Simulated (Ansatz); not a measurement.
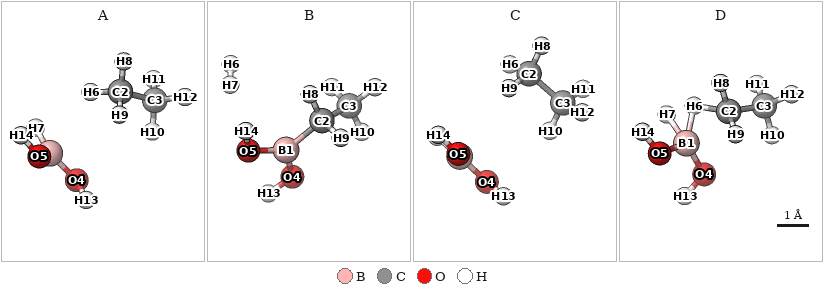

4 geometries from a converged minimum-energy path of C$_{2}$H$_{9}$BO$_{2}$, made up of C2H7BO2 and H2, shuffled. A ball-and-stick model, seen at a tilt.

The calculation used RKS B3LYP-D4/def2-SVP (Ansatz). Settings: 7 movable images; climbing image; force threshold 0.05 eV/Å; iteration limit 60; starting path through a guess of the saddle point.

Which of them lies highest in energy?

D. In order along the path, whose images run from 0 to 8: B (image 1, +0.01 eV), D (image 4, +2.35 eV), A (image 6, −0.24 eV), C (image 8, −0.31 eV). Breaking: B1–C2 (1.58 → 1.81 at the top → 3.56 Å), H6–H7 (0.76 → 1.07 at the top → 3.37 Å). Forming: B1–H7 (3.15 → 1.42 at the top → 1.21 Å), C2–H6 (4.27 → 1.45 at the top → 1.10 Å).

Limits of the set-up: the start holds two separate molecules, 2.5 Å apart at their closest, whose relative position is a soft coordinate.
